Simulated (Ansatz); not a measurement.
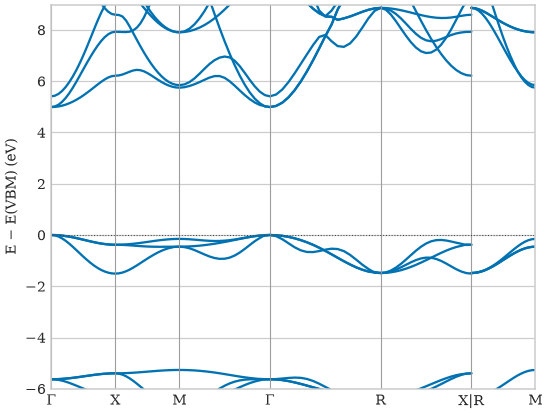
Fig. 1. Band structure from LDA in the plane-wave PAW code Ansatz

Q: Read off the gap and where the band edges lie.

A: About 5.0 eV (4.99 eV by a search for the band edges); maximum at Γ, minimum at Γ.

The material is CsCl (CsCl type, Pm-3m).

Symmetry was held in the LDA relaxation. Scalar-relativistic: spin–orbit coupling is off unless named, which matters more the heavier the elements.

Potentials: the later of the program's two PAW sets.
